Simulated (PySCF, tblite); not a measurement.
# C3H12N2Si2: geometry, infrared bands and NMR shifts

Wanted: the infrared bands and NMR shifts of C3H12N2Si2 (`C=C(C)[SiH2]N[SiH2]N`), by calculation.

Computed with tblite 0.8.0 and PySCF 2.14.0, with density-fitted response routines of our own, on a single molecule in the gas phase. Atoms are numbered from 0 throughout.

## Step 1: The starting structure

19 atoms, charge 0, multiplicity 1; geometry from: force field or distance geometry start.

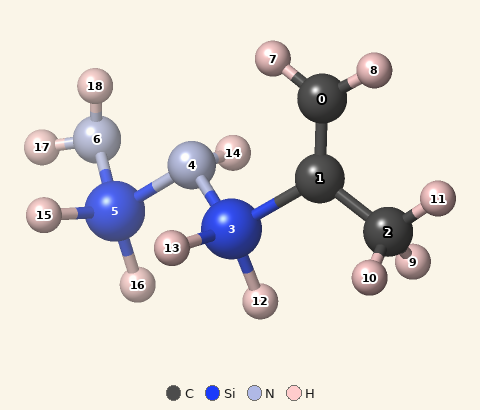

As it starts; carbon dark grey, silicon blue, nitrogen light blue, hydrogen pink, atoms numbered.

## Step 2: Relaxing the molecule with GFN2-xTB

Job settings and geometry (Å):

```
{"job": {"kind": "relax", "xc": "GFN2-xTB", "basis": "xTB"}, "charge": 0, "multiplicity": 1}
C     -1.895900     0.561400     1.608900
C     -1.822300     0.086400     0.346700
C     -2.974600    -0.597600    -0.308900
Si    -0.266700     0.212700    -0.683400
N      1.067900     0.053300     0.363600
Si     2.468900     0.102900    -0.555500
N      3.536100    -0.251300     0.702300
H     -1.060200     1.059300     2.104900
H     -2.815200     0.477800     2.189300
H     -2.744200    -1.630800    -0.570100
H     -3.280900    -0.062600    -1.224900
H     -3.866300    -0.627900     0.343700
H     -0.262100    -0.905900    -1.641300
H     -0.224100     1.514000    -1.366500
H      1.026300    -0.838600     0.818700
H      2.777700     1.465100    -1.011600
H      2.555500    -0.971700    -1.548800
H      4.476800    -0.005500     0.427300
H      3.293800     0.368300     1.481200
```

Started as:

```console
OMP_NUM_THREADS=1 python probes_run.py task.json out
```

The driver reads the jobs from task.json and runs them one after another.

The program printed:

```text
step      E/eV     max force
  0    -594.46422    2.021
  1    -594.59900    0.936
  2    -594.66094    0.795
  3    -594.74675    0.745
  4    -594.82352    0.762
  5    -594.89567    0.765
  6    -594.95326    0.445
  7    -594.99298    0.475
  8    -595.02194    0.327
  9    -595.04204    0.345
 10    -595.05819    0.352
 11    -595.07232    0.292
 12    -595.08269    0.279
 13    -595.09089    0.287
 14    -595.09820    0.251
 15    -595.10553    0.241
 16    -595.11257    0.197
 17    -595.11811    0.178
 18    -595.12165    0.131
 19    -595.12436    0.163
 20    -595.12675    0.136
 21    -595.12887    0.094
 22    -595.13035    0.082
 23    -595.13142    0.072
 24    -595.13240    0.080
 25    -595.13355    0.079
 26    -595.13486    0.107
 27    -595.13617    0.102
 28    -595.13732    0.068
 29    -595.13832    0.070
 30    -595.13913    0.065
 31    -595.13973    0.050
 32    -595.14020    0.044
 33    -595.14072    0.053
 34    -595.14139    0.073
 35    -595.14212    0.067
 36    -595.14274    0.059
 37    -595.14322    0.050
 38    -595.14368    0.059
 39    -595.14411    0.058
 40    -595.14449    0.055
 41    -595.14489    0.061
 42    -595.14549    0.071
 43    -595.14642    0.098
 44    -595.14753    0.090
 45    -595.14834    0.052
 46    -595.14879    0.048
 47    -595.14915    0.058
 48    -595.14963    0.075
 49    -595.15018    0.060
 50    -595.15062    0.038
 51    -595.15091    0.036
 52    -595.15117    0.054
 53    -595.15150    0.063
 54    -595.15187    0.047
 55    -595.15221    0.058
 56    -595.15245    0.037
 57    -595.15261    0.039
 58    -595.15272    0.028
 59    -595.15283    0.026
 60    -595.15294    0.025
 61    -595.15305    0.023
 62    -595.15312    0.017
 63    -595.15318    0.022
 64    -595.15326    0.025
 65    -595.15339    0.033
 66    -595.15357    0.042
 67    -595.15374    0.032
 68    -595.15385    0.025
 69    -595.15395    0.026
 70    -595.15407    0.028
 71    -595.15423    0.033
 72    -595.15439    0.039
 73    -595.15455    0.038
 74    -595.15472    0.033
 75    -595.15493    0.036
 76    -595.15514    0.035
 77    -595.15530    0.025
 78    -595.15542    0.027
 79    -595.15555    0.035
 80    -595.15572    0.040
 81    -595.15590    0.033
 82    -595.15604    0.032
 83    -595.15616    0.028
 84    -595.15629    0.028
 85    -595.15643    0.028
 86    -595.15656    0.019
 87    -595.15665    0.022
 88    -595.15674    0.022
 89    -595.15688    0.029
 90    -595.15706    0.030
 91    -595.15722    0.031
 92    -595.15731    0.024
 93    -595.15738    0.023
 94    -595.15744    0.020
 95    -595.15759    0.025
 96    -595.15773    0.032
 97    -595.15788    0.031
 98    -595.15803    0.031
 99    -595.15822    0.030
100    -595.15846    0.024
101    -595.15865    0.022
102    -595.15877    0.022
103    -595.15885    0.021
104    -595.15896    0.022
105    -595.15914    0.027
106    -595.15937    0.034
107    -595.15958    0.030
108    -595.15976    0.038
109    -595.15995    0.028
110    -595.16019    0.030
111    -595.16041    0.033
112    -595.16068    0.032
113    -595.16100    0.036
114    -595.16132    0.037
115    -595.16165    0.035
116    -595.16192    0.031
117    -595.16210    0.024
118    -595.16221    0.027
119    -595.16234    0.035
120    -595.16251    0.032
121    -595.16290    0.035
122    -595.16302    0.045
123    -595.16330    0.048
124    -595.16346    0.032
125    -595.16360    0.023
126    -595.16370    0.021
127    -595.16377    0.018
128    -595.16383    0.020
129    -595.16390    0.018
130    -595.16397    0.018
131    -595.16404    0.019
132    -595.16409    0.015
133    -595.16413    0.015
134    -595.16418    0.015
135    -595.16422    0.015
136    -595.16425    0.013
137    -595.16427    0.013
138    -595.16430    0.015
139    -595.16435    0.024
140    -595.16442    0.026
141    -595.16448    0.018
142    -595.16451    0.013
143    -595.16454    0.012
144    -595.16456    0.019
145    -595.16461    0.023
146    -595.16467    0.022
147    -595.16474    0.020
148    -595.16481    0.022
149    -595.16486    0.020
150    -595.16492    0.025
151    -595.16498    0.022
152    -595.16506    0.018
153    -595.16513    0.020
154    -595.16522    0.028
155    -595.16533    0.032
156    -595.16545    0.030
157    -595.16554    0.019
158    -595.16561    0.014
159    -595.16565    0.015
160    -595.16570    0.020
161    -595.16574    0.018
162    -595.16577    0.013
163    -595.16579    0.010
164    -595.16581    0.010
```

Wall time 2.1 s (1 thread of Arm Neoverse N1, shared host).

The steps of the relaxation: (not every step is listed)

```
step  energy from step 0 (eV)  largest force (eV/Å)
   0                   0.0000                2.0214
   1                  -0.1348                0.9363
   2                  -0.1967                0.7951
   3                  -0.2825                0.7451
   4                  -0.3593                0.7618
   5                  -0.4315                0.7653
   6                  -0.4890                0.4445
   7                  -0.5288                0.4754
   8                  -0.5577                0.3269
  23                  -0.6672                0.0722
  38                  -0.6795                0.0591
  53                  -0.6873                0.0634
  68                  -0.6896                0.0248
  83                  -0.6919                0.0283
  98                  -0.6938                0.0306
 113                  -0.6968                0.0357
 128                  -0.6996                0.0199
 143                  -0.7003                0.0120
 158                  -0.7014                0.0136
 159                  -0.7014                0.0146
 160                  -0.7015                0.0202
 161                  -0.7015                0.0181
 162                  -0.7015                0.0135
 163                  -0.7016                0.0100
 164                  -0.7016                0.0100
```

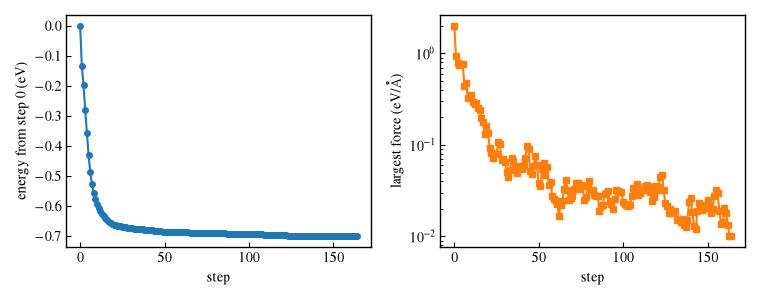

Energy and largest force along the relaxation.

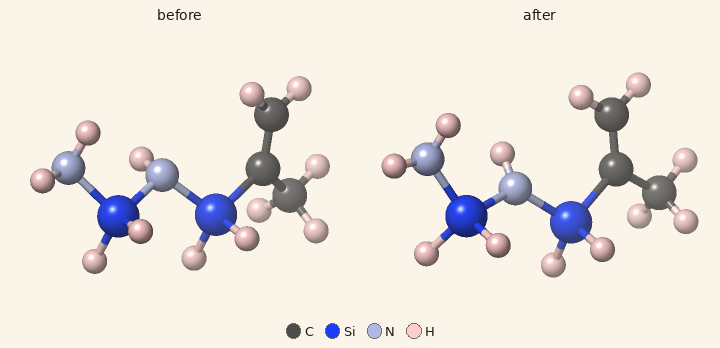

The geometry before (left) and after (right).

Close pairs (by a distance rule), those that changed most:

```
  bond  before (Å)  after (Å)  change (Å)
N4–Si5       1.676      1.729      +0.053
Si5–N6       1.687      1.725      +0.038
 C0–C1       1.351      1.325      -0.025
Si3–N4       1.704      1.723      +0.020
C1–Si3       1.870      1.888      +0.018
C2–H11       1.105      1.089      -0.016
N6–H18       1.024      1.008      -0.016
C2–H10       1.104      1.089      -0.015
```

The next job starts from the end point, and lists it.

## Step 3: Vibrational analysis with GFN2-xTB

Job settings and geometry (Å):

```
{"job": {"kind": "ir", "xc": "GFN2-xTB", "basis": "xTB"}, "charge": 0, "multiplicity": 1}
C     -1.747826     0.150162     1.643160
C     -1.866797    -0.056222     0.339355
C     -3.205391    -0.300377    -0.286583
Si    -0.408891    -0.020758    -0.860398
N      1.055376    -0.089331     0.045951
Si     2.668481     0.112825    -0.544086
N      3.633859     0.116738     0.885927
H     -0.792031     0.339299     2.102986
H     -2.597834     0.147212     2.311089
H     -3.219313    -1.275067    -0.772570
H     -3.395561     0.447569    -1.055124
H     -4.008516    -0.263074     0.447948
H     -0.532652    -1.144417    -1.806292
H     -0.401689     1.234526    -1.619541
H      1.000058    -0.591520     0.917660
H      2.649408     1.338328    -1.348630
H      3.162415    -1.018621    -1.332137
H      4.633574     0.145608     0.773256
H      3.363527     0.736370     1.633818
```

The program printed:

```text
mode    cm-1     km/mol
  1      29.8      0.77
  2      36.4      0.26
  3      56.5      0.27
  4     102.9      0.09
  5     143.8      0.68
  6     178.1      2.38
  7     200.7      1.51
  8     232.8     14.17
  9     281.9      4.31
 10     322.9      0.09
 11     375.9     48.08
 12     392.0     27.96
 13     514.0     16.57
 14     532.3    111.94
 15     553.8     65.30
 16     580.7    273.67
 17     604.6      5.32
 18     644.2     19.30
 19     687.1      8.12
 20     710.8    388.72
 21     737.7    102.46
 22     750.7    192.48
 23     796.7     26.49
 24     811.0    251.99
 25     854.2    317.12
 26     894.4    119.40
 27     906.2     26.93
 28     965.6      5.54
 29     991.8    302.97
 30    1015.4      8.39
 31    1040.1      0.33
 32    1191.1    414.09
 33    1225.7     16.66
 34    1400.1      1.15
 35    1424.8      2.20
 36    1484.9      6.21
 37    1494.0      2.40
 38    1528.4     51.86
 39    1690.5      9.02
 40    2153.9    323.00
 41    2202.9    365.67
 42    2224.9    430.20
 43    2242.4    267.44
 44    3000.8     35.76
 45    3011.0     44.64
 46    3017.7     28.97
 47    3055.7     72.88
 48    3103.9     46.00
 49    3469.7      0.67
 50    3471.2      3.53
 51    3513.7      1.87
```

It took 1.3 s on 1 thread of Arm Neoverse N1, shared host.

The strongest bands and the atoms that carry them (share of the mass-weighted mode):

```
cm⁻¹  km/mol                                   atoms
 581   273.7             H17 32 %, H18 21 %, N6 20 %
 711   388.7  H15 21 %, H16 16 %, H12 13 %, H13 11 %
 854   317.1  H18 26 %, H17 17 %, Si5 13 %, H15 12 %
 992   303.0             N4 46 %, H14 29 %, Si3 12 %
1191   414.1                       H14 64 %, N4 29 %
2154   323.0                                H12 90 %
2203   365.7                      H15 63 %, H16 23 %
2225   430.2                      H13 81 %, H16 12 %
```

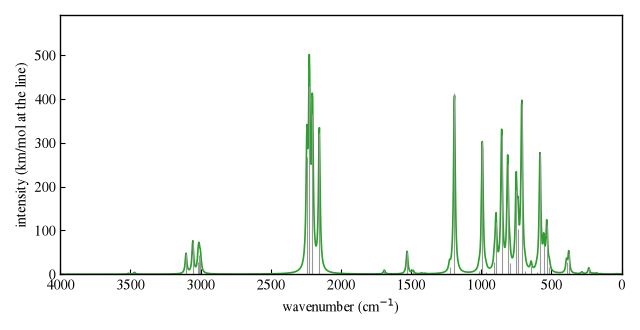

The infrared spectrum from these modes, unscaled. Lines are broadened to a width of 14 cm⁻¹ (Lorentzian).

## Step 4: Shielding tensors: PBE0/pcSseg-1

Settings changed since step 3:

```diff
@@ -1,2 +1,2 @@
-{"job": {"kind": "ir", "xc": "GFN2-xTB", "basis": "xTB"}, "charge": 0, "multiplicity": 1}
+{"job": {"kind": "nmr", "xc": "PBE0", "basis": "pcSseg-1"}, "charge": 0, "multiplicity": 1}
 C     -1.747826     0.150162     1.643160
```

With the program's defaults for keys left out, this is: GIAO PBE0/pcSseg-1 NMR shielding, non-relativistic, gas phase.

The program printed:

```text
coarse grid: 16072 points
cycle   1  E = -809.3808970955  dE =  5.511e-01  |g| = 6.500e-01  |ddm| = 3.864e+00
cycle   2  E = -809.3137468065  dE =  6.715e-02  |g| = 8.511e-01  |ddm| = 1.306e+00
cycle   3  E = -809.4746166475  dE = -1.609e-01  |g| = 7.376e-02  |ddm| = 8.389e-01
cycle   4  E = -809.4756888924  dE = -1.072e-03  |g| = 3.129e-02  |ddm| = 9.294e-02
cycle   5  E = -809.4759144144  dE = -2.255e-04  |g| = 7.849e-03  |ddm| = 3.190e-02
cycle   6  E = -809.4759265615  dE = -1.215e-05  |g| = 3.007e-03  |ddm| = 8.741e-03
cycle   7  E = -809.4759285373  dE = -1.976e-06  |g| = 4.971e-04  |ddm| = 2.587e-03
final grid: 143928 points
cycle   8  E = -809.5107487485  dE = -2.825e-05  |g| = 9.228e-03  |ddm| = 2.286e-02
cycle   9  E = -809.5107368829  dE =  1.187e-05  |g| = 1.187e-02  |ddm| = 1.740e-02
cycle  10  E = -809.5107684466  dE = -3.156e-05  |g| = 8.999e-04  |ddm| = 9.931e-03
cycle  11  E = -809.5107686230  dE = -1.764e-07  |g| = 2.325e-04  |ddm| = 9.470e-04
cycle  12  E = -809.5107686344  dE = -1.142e-08  |g| = 7.328e-05  |ddm| = 2.443e-04
cycle  13  E = -809.5107686354  dE = -9.886e-10  |g| = 3.284e-05  |ddm| = 7.990e-05
cycle  14  E = -809.5107686357  dE = -2.472e-10  |g| = 6.310e-06  |ddm| = 3.174e-05
converged SCF energy = -809.5107686357

GIAO shielding tensors (ppm)
atom      isotropic    diamagn.    paramagn.     s11        s22        s33       span
  0 C       55.075     255.432    -200.357    -60.756     72.630    153.352    214.108
  1 C       35.304     264.713    -229.409    -77.751      8.835    174.828    252.579
  2 C      160.442     245.458     -85.016    146.337    148.542    186.448     40.112
  3 Si     395.181     883.947    -488.765    353.516    381.323    450.705     97.190
  4 N      254.585     328.501     -73.916    217.130    259.609    287.016     69.887
  5 Si     382.475     880.218    -497.743    357.632    361.406    428.387     70.755
  6 N      253.880     315.783     -61.903    212.004    259.611    290.025     78.021
  7 H       26.061      35.320      -9.259     23.627     24.366     30.190      6.563
  8 H       25.540      31.231      -5.691     22.764     24.993     28.861      6.097
  9 H       29.622      28.517       1.104     25.648     28.358     34.860      9.211
 10 H       29.746      28.228       1.519     25.621     28.512     35.106      9.485
 11 H       29.671      28.150       1.521     26.059     28.253     34.700      8.641
 12 H       26.722      31.628      -4.905     22.525     25.853     31.789      9.264
 13 H       26.755      31.946      -5.191     23.260     25.894     31.110      7.850
 14 H       31.928      37.470      -5.542     22.684     31.432     41.667     18.983
 15 H       26.425      30.333      -3.909     22.856     25.169     31.249      8.393
 16 H       26.602      29.282      -2.681     23.019     24.755     32.031      9.012
 17 H       31.642      27.177       4.465     24.222     26.639     44.065     19.844
 18 H       31.467      32.063      -0.596     23.955     28.920     41.527     17.573
```

Wall time 57 s (1 thread of Arm Neoverse N1, shared host); peak memory 0.85 GiB.

The references, computed at this level on geometries of the same kind, shield at (ppm): 1H TMS 31.72, 13C TMS 186.9, 29Si TMS 349.2, 15N NH3 267.7. Their shielding less the atom's gives the shift. The references are single molecules in the gas phase, so shifts against H2O, NH3, PH3, H3PO4 or CFCl3 are not on the usual liquid scales and can be off by tens of ppm. Atoms listed in one row are averaged.

```
       atoms                            environment  σ (ppm)  δ (ppm)  δ scaled to CDCl3
          C1        fully substituted alkene carbon     35.3    151.6              146.1
          C0                   terminal =CH2 carbon     55.1    131.8              126.8
          C2                  allylic methyl carbon    160.4     26.5               23.9
          H8     hydrogen on a terminal =CH2 carbon    25.54     6.18               5.93
          H7     hydrogen on a terminal =CH2 carbon    26.06     5.66               5.44
    H15, H16    hydrogen on a silicon bonded to 2 N    26.51     5.20                  –
    H12, H13   hydrogen on a silicon bonded to C, N    26.74     4.98                  –
H9, H10, H11   hydrogen on an allylic methyl carbon    29.68     2.04               2.03
    H17, H18    hydrogen on a nitrogen bonded to Si    31.55     0.16                  –
         H14  hydrogen on a nitrogen bonded to 2 Si    31.93    -0.21                  –
         Si5             silicon bonded to 2 N, 2 H    382.5    -33.3                  –
         Si3            silicon bonded to C, N, 2 H    395.2    -46.0                  –
          N6             nitrogen bonded to Si, 2 H    253.9     13.8                  –
          N4             nitrogen bonded to 2 Si, H    254.6     13.1                  –
```

The scaled column applies a straight-line fit of computed shieldings to shifts measured in CDCl3 (root-mean-square error 0.16 ppm for H, 1.9 ppm for C).

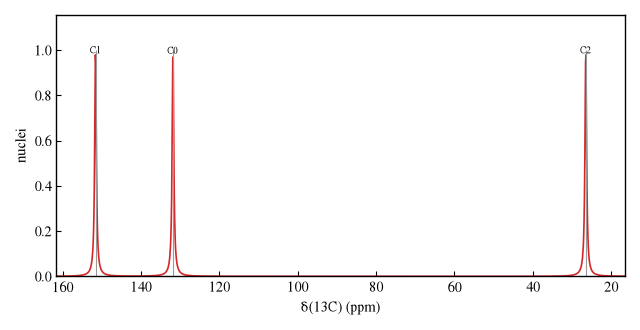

13C lines at the computed shifts, without couplings. Lines are broadened to a width of 0.50 ppm (Lorentzian).

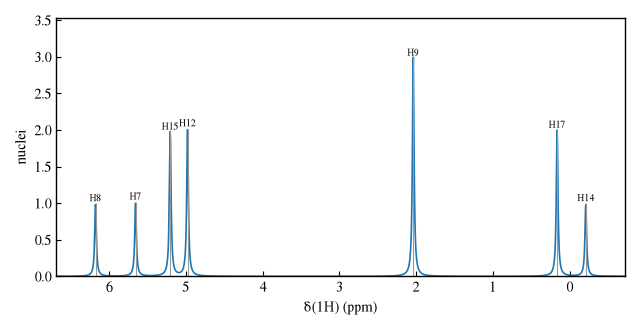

1H lines at the computed shifts, without couplings. Lines are broadened to a width of 0.03 ppm (Lorentzian).

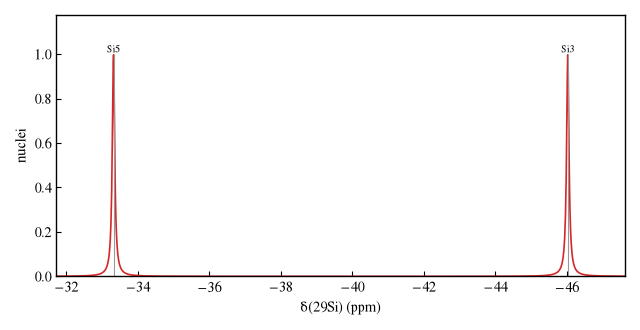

29Si lines at the computed shifts, without couplings. Lines are broadened to a width of 0.08 ppm (Lorentzian).

The run also stored atomic charges by several schemes (e):

```
atoms  Mulliken    IAO  Hirshfeld  ESP fit
   C0     -0.10  -0.31      -0.10    -0.55
   C1     -0.60  -0.25      -0.08     0.17
   C2     -0.19  -0.42      -0.12    -0.45
  Si3      0.84   0.89       0.36     0.37
   N4     -0.84  -0.95      -0.33    -0.73
  Si5      0.85   1.03       0.40     0.82
   N6     -0.63  -0.85      -0.32    -1.05
```

Hirshfeld charges:

C0 -0.10; C1 -0.08; C2 -0.12; Si3 0.36; N4 -0.33; Si5 0.40; N6 -0.32; H7 0.04; H8 0.04; H9 0.04; H10 0.05; H11 0.04; H12 -0.09; H13 -0.08; H14 0.11; H15 -0.10; H16 -0.09; H17 0.12; H18 0.12

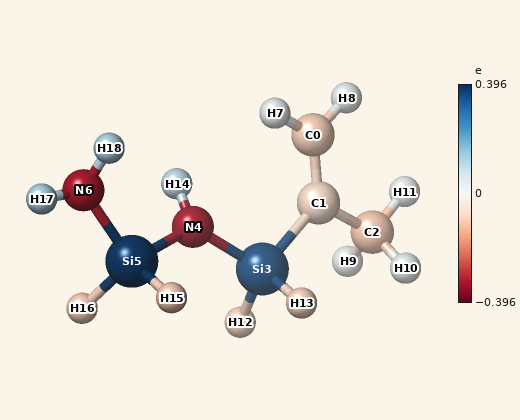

Hirshfeld charges, as colours on the atoms.

Mayer bond orders: C0–C1 1.98, C1–C2 1.04, C1–Si3 0.85, Si3–N4 0.97, N4–Si5 0.95, Si5–N6 1.03.

## Step 5: Results

```
                                                              quantity                                          value
                             strongest single infrared mode (GFN2-xTB)                          2225 cm⁻¹, 430 km/mol
                                          zero-point energy (GFN2-xTB)                                  89.9 kcal/mol
                                13C shifts against TMS (PBE0/pcSseg-1)                         151.6, 131.8, 26.5 ppm
1H shifts against TMS (PBE0/pcSseg-1, means over atoms taken as alike)  6.18, 5.66, 5.20, 4.98, 2.04, 0.16, -0.21 ppm
                               29Si shifts against TMS (PBE0/pcSseg-1)                               -33.3, -46.0 ppm
                                15N shifts against NH3 (PBE0/pcSseg-1)                                 13.8, 13.1 ppm
```

What this shows: Relaxing lowered the energy by 0.702 eV in 164 steps; the close pair that moved most is N4–Si5, from 1.676 to 1.729 Å. All 51 modes are real, so the xTB geometry is a minimum. The strongest single mode, at 2225 cm⁻¹, moves mainly H13. Unscaled tight-binding wavenumbers are off by several per cent, some by more. Its intensities can rank the bands wrongly. The most deshielded carbon is C1 (fully substituted alkene carbon), at 151.6 ppm: as expected for a trigonal carbon in a double bond. At PBE0/pcSseg-1: Shielding is most anisotropic at C1 (span 253 ppm, paramagnetic term -229 ppm).
